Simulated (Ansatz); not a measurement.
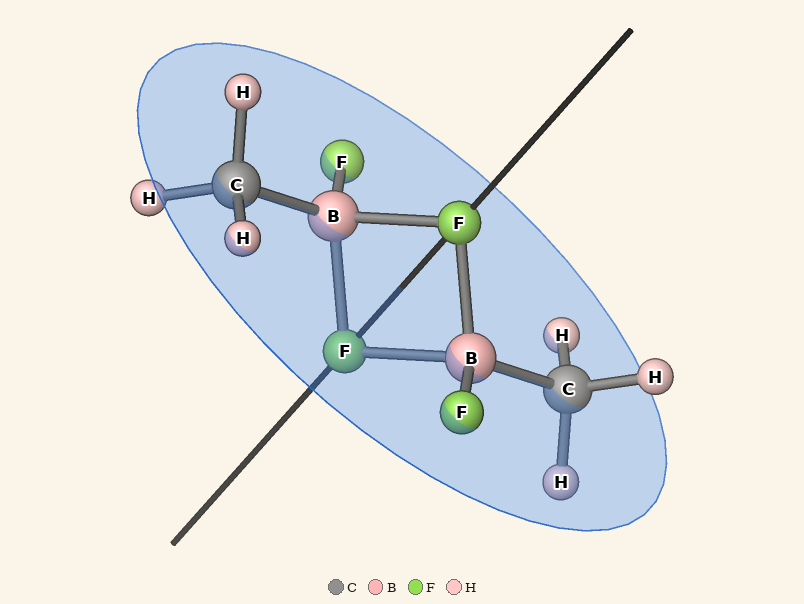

All proper rotation axes (lines) and mirror planes (discs) of the structure are drawn in. Atoms fade into the background with distance from the viewer. Computed geometry: PBE0-D4/def2-TZVP optimisation.

Name the symmetry elements and the point group.

It has 1 C2 axis, 1 mirror plane and a centre of inversion. Point group C2h. The group has 4 operations. The geometry is achiral, and symmetry forbids a dipole moment.
